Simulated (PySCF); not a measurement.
# CCSD(T)/6-31G run of AlH3 (SMILES [H][Al]([H])[H])

Aim: the vertical singlet–triplet gap of AlH3 at CCSD(T)/6-31G, from 2 runs. The job is set up through a Python script.

The calculation is run with PySCF 2.14.0.

8 further runs of the same task are left out: 8 set aside as unsound or not needed.

## Step 1: The molecule

AlH3: 4 atoms, total charge 0, spin state singlet. As SMILES, `[H][Al]([H])[H]`. The shape comes from GFN2-xTB, which is rough for such elements, and wasn't checked as a minimum.

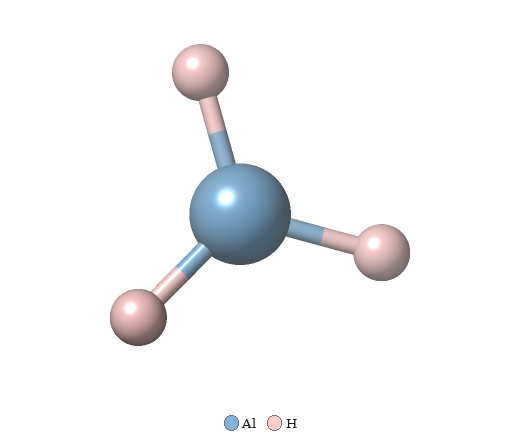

The structure, seen from a chosen angle (aluminium light blue, hydrogen pink).

## Step 2: The energy at CCSD(T)/6-31G

The input, job.py:

```python
from pyscf import gto, scf, cc

mol = gto.M(
    atom='''
Al    -0.000010    -0.000020     0.000020
H      1.552650    -0.030520     0.014610
H     -0.749810     1.359840    -0.019120
H     -0.802830    -1.329300     0.004480
''',
    spin=0,
    verbose=4,
    charge=0,
    max_memory=1860,
    basis='6-31g',
)

myscf = scf.RHF(mol)
myscf.conv_tol = 1e-10
myscf.kernel()
if not myscf.converged:
    myscf = myscf.newton().run(myscf.mo_coeff, myscf.mo_occ)

mycc = cc.CCSD(myscf, frozen=5)
mycc.kernel()
e_t = mycc.ccsd_t()
energy = mycc.e_tot + e_t
print('E = %.10f Eh' % energy)
```

Run with:

```sh
$ OMP_NUM_THREADS=1 python job.py
```

What it wrote:

```text
PySCF version 2.14.0

[INPUT] num. atoms = 4
[INPUT] num. electrons = 16
[INPUT] charge = 0
[INPUT] spin (= nelec alpha-beta = 2S) = 0
[INPUT] symmetry False subgroup None
[INPUT] Mole.unit = angstrom
[INPUT] Symbol           X                Y                Z      unit          X                Y                Z       unit  Magmom
[INPUT]  1 Al    -0.000010000000  -0.000020000000   0.000020000000 AA   -0.000018897261  -0.000037794522   0.000037794522 Bohr   0.0
[INPUT]  2 H      1.552650000000  -0.030520000000   0.014610000000 AA    2.934083267306  -0.057674441322   0.027608898680 Bohr   0.0
[INPUT]  3 H     -0.749810000000   1.359840000000  -0.019120000000 AA   -1.416935545460   2.569725173229  -0.036131563502 Bohr   0.0
[INPUT]  4 H     -0.802830000000  -1.329300000000   0.004480000000 AA   -1.517128824585  -2.512012937384   0.008465973038 Bohr   0.0

nuclear repulsion = 13.8794596526858
number of shells = 13
number of NR pGTOs = 58
number of NR cGTOs = 19
basis = 6-31g
ecp = {}

******** <class 'pyscf.scf.hf.RHF'> ********
method = RHF
initial guess = minao
damping factor = 0
level_shift factor = 0
DIIS = <class 'pyscf.scf.diis.CDIIS'>
diis_start_cycle = 1
diis_space = 8
diis_damp = 0
SCF conv_tol = 1e-10
SCF conv_tol_grad = None
SCF max_cycles = 50
direct_scf = True
direct_scf_tol = 1e-13
Set gradient conv threshold to 1e-05
Initial guess from minao.
init E= -243.234855075377
  HOMO = -0.333731258237918  LUMO = -0.00851886075877051  gap/eV = 8.84948
cycle= 1 E= -243.575616966331  delta_E= -0.341  |g|= 0.124  |ddm|= 1.36
  HOMO = -0.437308400502435  LUMO = 0.0202850597936832  gap/eV = 12.45175
cycle= 2 E= -243.585516717053  delta_E= -0.0099  |g|= 0.0293  |ddm|= 0.259
  HOMO = -0.430660504768319  LUMO = 0.029805718325282  gap/eV = 12.52992
cycle= 3 E= -243.586192980218  delta_E= -0.000676  |g|= 0.003  |ddm|= 0.0826
  HOMO = -0.431201591367172  LUMO = 0.0291605044298144  gap/eV = 12.52709
cycle= 4 E= -243.586200406745  delta_E= -7.43e-06  |g|= 0.000245  |ddm|= 0.00943
  HOMO = -0.431288867028423  LUMO = 0.0290817423771252  gap/eV = 12.52732
cycle= 5 E= -243.586200451145  delta_E= -4.44e-08  |g|= 3.22e-05  |ddm|= 0.000789
  HOMO = -0.431296787896352  LUMO = 0.0290783844109872  gap/eV = 12.52745
cycle= 6 E= -243.586200452248  delta_E= -1.1e-09  |g|= 2.95e-06  |ddm|= 0.000157
  HOMO = -0.431296541321354  LUMO = 0.029078711736213  gap/eV = 12.52745
cycle= 7 E= -243.586200452255  delta_E= -7.56e-12  |g|= 1.45e-07  |ddm|= 1.36e-05
  HOMO = -0.431296491010221  LUMO = 0.0290787489906601  gap/eV = 12.52745
Extra cycle  E= -243.586200452255  delta_E= 1.14e-13  |g|= 2.84e-08  |ddm|= 3.44e-07
converged SCF energy = -243.586200452255

******** <class 'pyscf.cc.ccsd.CCSD'> ********
CC2 = 0
CCSD nocc = 3, nmo = 14
frozen orbitals 5
max_cycle = 50
direct = 0
conv_tol = 1e-07
conv_tol_normt = 1e-05
diis_space = 6
diis_start_cycle = 0
diis_start_energy_diff = 1e+09
Init t2, MP2 energy = -243.627478552866  E_corr(MP2) -0.0412781006112821
Init E_corr(CCSD) = -0.0412781006112825
cycle = 1  E_corr(CCSD) = -0.0523867929229662  dE = -0.0111086923  norm(t1,t2) = 0.0353684
cycle = 2  E_corr(CCSD) = -0.0559384157288979  dE = -0.00355162281  norm(t1,t2) = 0.0143836
cycle = 3  E_corr(CCSD) = -0.0581467982705091  dE = -0.00220838254  norm(t1,t2) = 0.00638664
cycle = 4  E_corr(CCSD) = -0.0580838887186795  dE = 6.29095518e-05  norm(t1,t2) = 0.000760162
cycle = 5  E_corr(CCSD) = -0.0580789025004274  dE = 4.98621825e-06  norm(t1,t2) = 0.000126413
cycle = 6  E_corr(CCSD) = -0.0580800992013801  dE = -1.19670095e-06  norm(t1,t2) = 3.25549e-05
cycle = 7  E_corr(CCSD) = -0.0580794902246957  dE = 6.08976684e-07  norm(t1,t2) = 1.00046e-05
cycle = 8  E_corr(CCSD) = -0.0580796337629761  dE = -1.4353828e-07  norm(t1,t2) = 2.2247e-06
cycle = 9  E_corr(CCSD) = -0.058079667421236  dE = -3.36582599e-08  norm(t1,t2) = 6.7419e-07
CCSD converged
E(CCSD) = -243.6442801196763  E_corr = -0.05807966742123602
CCSD(T) correction = -0.000587147612665122
E = -243.6448672673 Eh
```

Wall time 0.74 s (1 thread of Arm Neoverse V1, shared host); peak memory 0.1 GiB.

## Step 3: The triplet at the same level

The input, run.py:

```python
from pyscf import gto, scf, cc

molecule = gto.M(
    atom='''
Al    -0.000019    -0.000038     0.000038
H      2.934083    -0.057674     0.027609
H     -1.416936     2.569725    -0.036132
H     -1.517129    -2.512013     0.008466
''',
    spin=2,
    unit='bohr',
    basis='6-31g',
    max_memory=1860,
    verbose=3,
)

calc0 = scf.UHF(molecule)
calc0.conv_tol = 1e-10
calc0.kernel()
if not calc0.converged:
    calc0 = calc0.newton().run(calc0.mo_coeff, calc0.mo_occ)

mycc = cc.CCSD(calc0, frozen=5)
mycc.kernel()
e_t = mycc.ccsd_t()
etot = mycc.e_tot + e_t
print(f'total energy: {etot:.8f} hartree')
```

Run with:

```sh
$ OMP_NUM_THREADS=1 python run.py
```

What it wrote:

```text
WARN: HOMO -0.00851886105511079 >= LUMO -0.333731248752303

converged SCF energy = -243.395991247944  <S^2> = 2.0738694  2S+1 = 3.0488486
E(UCCSD) = -243.4575142259854  E_corr = -0.06152297804170642
UCCSD(T) correction = -0.000907282810297121
total energy: -243.45842151 hartree
```

Run time: 1.1 s. Hardware: 1 thread of Arm Neoverse V1, shared host; peak memory 0.1 GiB.

## Step 4: Results

At CCSD(T)/6-31G, 5 core orbitals frozen:

| quantity | value |
| --- | --- |
| singlet: total energy | -243.64487 Eh |
| singlet: dipole moment (Hartree–Fock density) | 0.00 D |
| singlet: HOMO energy (Hartree–Fock orbitals) | -11.74 eV |
| singlet: LUMO energy (Hartree–Fock orbitals) | 0.79 eV |
| singlet: HOMO–LUMO gap (Hartree–Fock orbitals) | 12.53 eV |
| singlet: correlation energy (5 core orbitals frozen) | -58.7 mEh |
| singlet: (T) correction | -0.59 mEh |
| singlet: T1 diagnostic | 0.010 |
| triplet: total energy | -243.45842 Eh |
| triplet: dipole moment (Hartree–Fock density) | 1.77 D |
| triplet: HOMO energy (Hartree–Fock orbitals) (highest over α and β) | -5.93 eV |
| triplet: LUMO energy (Hartree–Fock orbitals) (lowest over α and β) | -3.55 eV |
| triplet: correlation energy (5 core orbitals frozen) | -62.4 mEh |
| triplet: (T) correction | -0.91 mEh |
| triplet: ⟨S²⟩ of the reference determinant | 2.074 |
| triplet: T1 diagnostic | 0.025 |
| vertical energy of the triplet above the singlet | 5.073 eV |

At this shape the triplet lies 5.07 eV (490 kJ/mol) above the singlet. Mulliken charges (singlet) of the mean-field density run from -0.28 on H2 to +0.83 on Al1. The triples (singlet) make up 1.0 % of the correlation energy. Mulliken charges (triplet) of the mean-field density run from -0.18 on H4 to +0.17 on Al1. The triples (triplet) make up 1.5 % of the correlation energy.
